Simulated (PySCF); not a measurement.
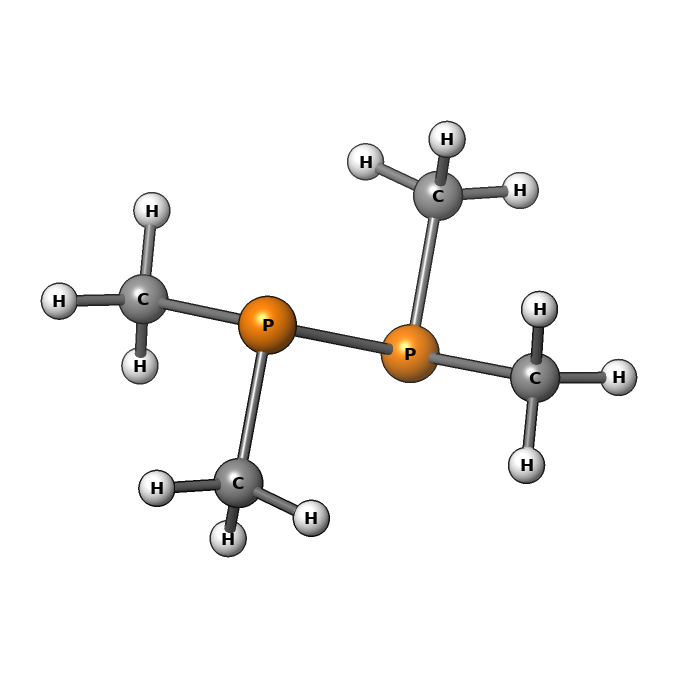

A ball-and-stick model of a molecule.

The computed structure is the end point of a PBE0-D3(BJ)/def2-TZVP optimisation. No frequency run is at hand to confirm it as a minimum.

What is the molecular formula?

C4H12P2, 18 atoms: 4 carbon, 12 hydrogen and 2 phosphorus.

Give a SMILES string for it.

CP(C)P(C)C

Count the bonded pairs by element.

12 C–H, 4 C–P, 1 P–P.

Does it have rings?

It has no ring.

The parts below concern this one geometry. Atoms keep their numbers from picture to picture.

Shape

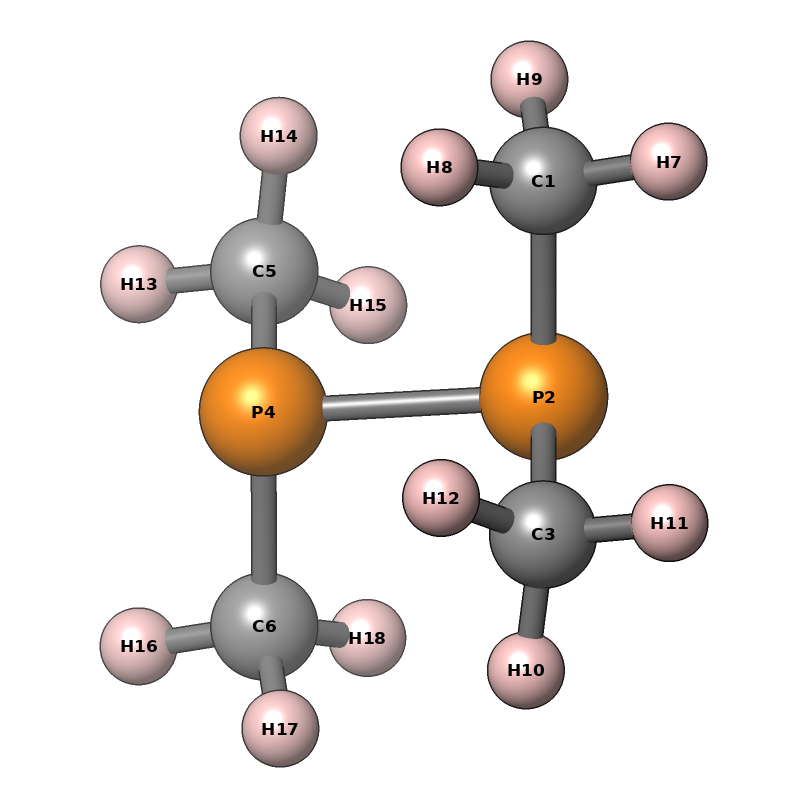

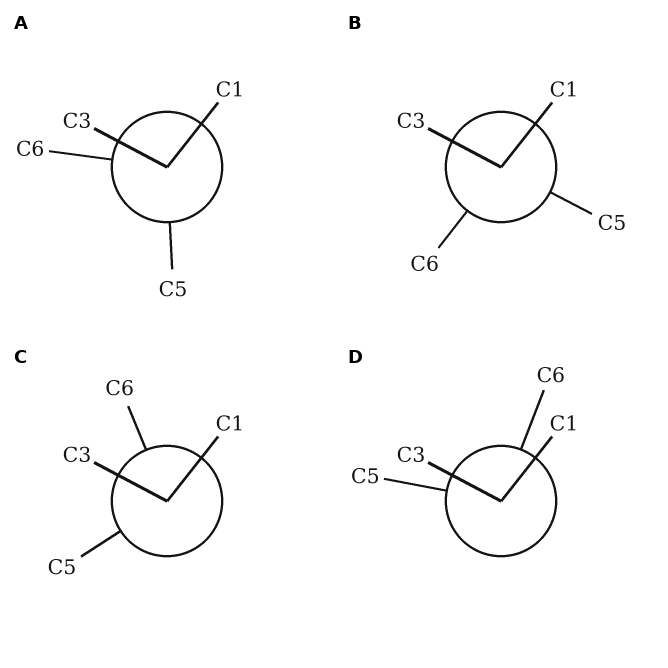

Atoms fade into the background with distance from the viewer. Bonds that would overlap in a projection are set slightly apart. No frequency run is at hand to confirm it as a minimum.

Which Newman projection shows the view along P2–P4, with P2 in front?

B. The torsion angle C1–P2–P4–C5 is 79°, synclinal (gauche).

Bond orders

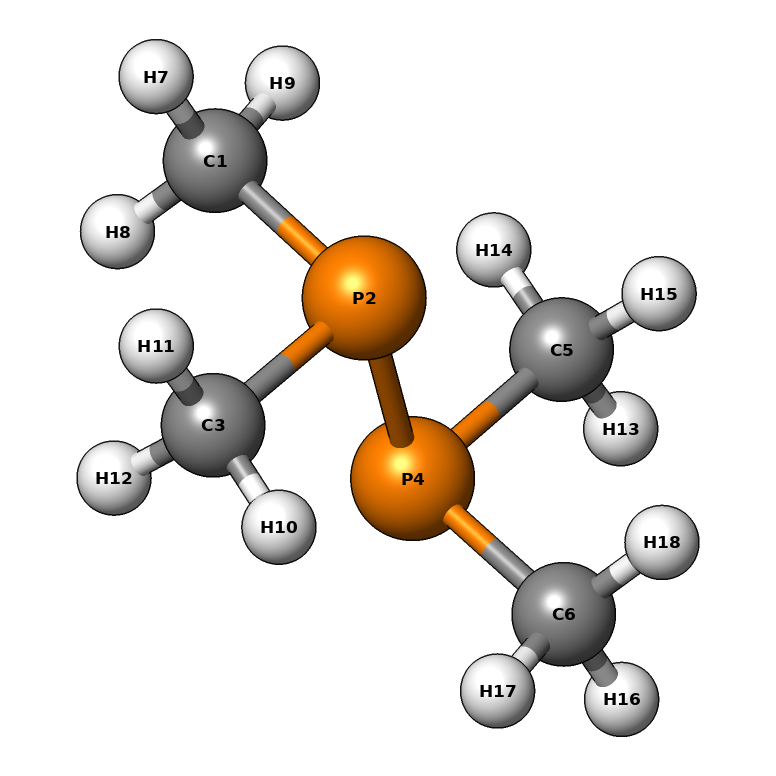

Every bond is drawn as one stick. No frequency run is at hand to confirm it as a minimum. Level of theory: PBE0/pcSseg-2 (PySCF 2.14.0).

List the Mayer bond orders of P2–P4, C1–P2, P2–C3, C1–H7, C1–H9, C1–H8, C3–H11, C3–H10, C3–H12 (one bond of each equivalent set). Atoms whose distances differ by more than 0.02 Å in this geometry are listed apart.

| bond | Mayer order | length (Å) |
| --- | --- | --- |
| P2–P4 | 0.94 | 2.209 |
| C1–P2 | 0.90 | 1.845 |
| P2–C3 | 0.90 | 1.845 |
| C1–H7 | 0.98 | 1.093 |
| C1–H9 | 0.99 | 1.091 |
| C1–H8 | 0.98 | 1.093 |
| C3–H11 | 0.98 | 1.093 |
| C3–H10 | 0.99 | 1.092 |
| C3–H12 | 0.98 | 1.093 |

Electronic properties

No frequency run is at hand to confirm it as a minimum. Level of theory: PBE0/pcSseg-2, gas phase (PySCF 2.14.0).

What does the calculation give?

- dipole moment: 0.01 D
- HOMO energy (Kohn–Sham orbital): −5.88 eV
- LUMO energy (Kohn–Sham orbital): 0.20 eV
- HOMO–LUMO gap: 6.08 eV

NMR shielding

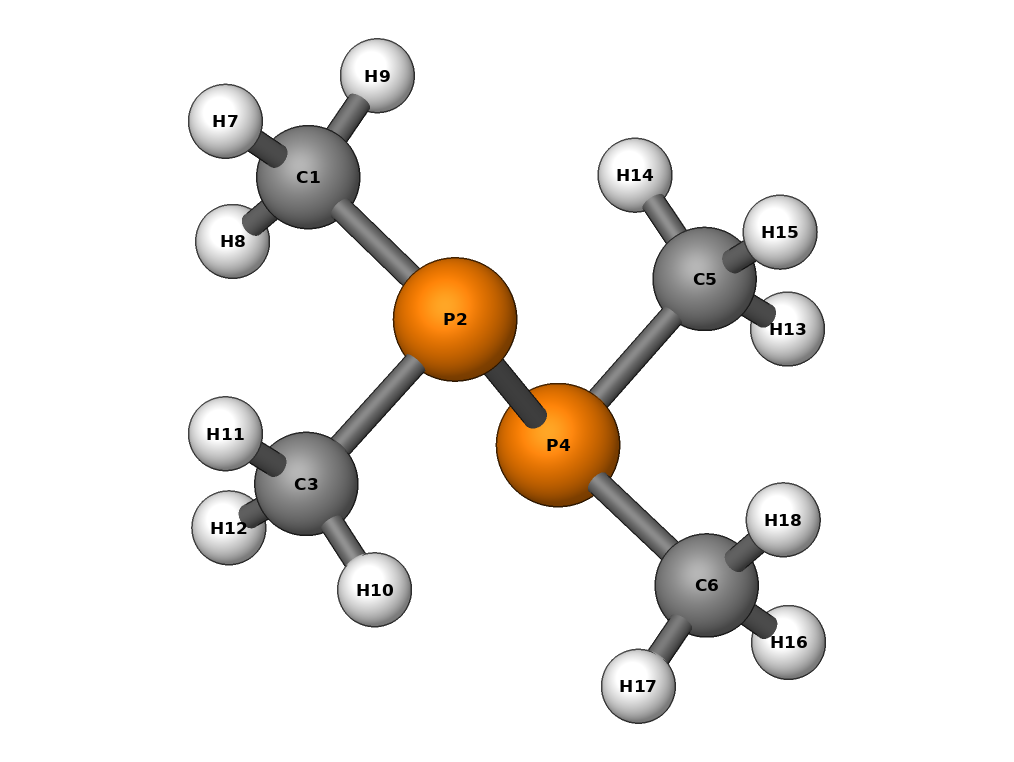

No frequency run is at hand to confirm it as a minimum. Level of theory: GIAO PBE0/pcSseg-2 NMR shielding, non-relativistic, gas phase (PySCF 2.14.0). Principal shieldings σ11 ≤ σ22 ≤ σ33, span Ω = σ33 − σ11, skew κ = 3(σiso − σ22)/Ω.

Give the shielding tensors of the C atoms.

```csv
atom,σ11,σ22,σ33,σiso,Ω,κ
"C1, C5",162.8,166.8,187.8,172.4,25.0,0.68
"C3, C6",162.9,166.5,187.8,172.4,24.9,0.71
```

Shieldings and span in ppm.
